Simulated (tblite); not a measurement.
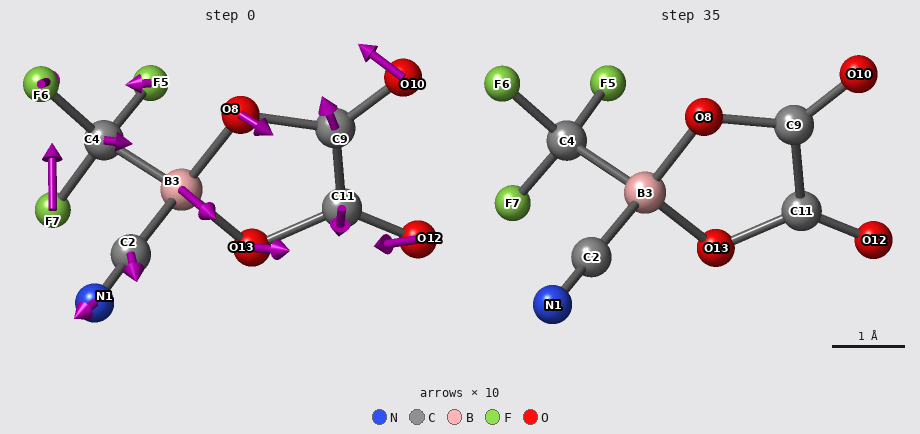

The structure of BC₄NO₄F₃ (charge −1) before (left) and after (right) a relaxation, at one scale. The purple arrows give the displacements, magnified 10 times.

A ball-and-stick model, seen from a free direction.

Computed with tblite, GFN2-xTB geometry optimisation, gas phase. 

Q: What changed between the two?

A: Over 35 geometry steps the energy falls by 0.733 eV. The largest move after the best rigid fit is that of F7, 0.099 Å. By element the largest moves are F 0.099 Å, B 0.089 Å, O 0.083 Å, C 0.059 Å, N 0.047 Å. Near-neighbour distances that change, for instance: C9–C11 1.436 → 1.545 Å, C11–O13 1.392 → 1.313 Å, O8–C9 1.383 → 1.312 Å, B3–C4 1.605 → 1.663 Å. Among the angles between lasting bonds that change: F5–C4–F6 109.1° → 104.8°, B3–C4–F5 109.4° → 113.6°, B3–C4–F7 109.9° → 114.1°.
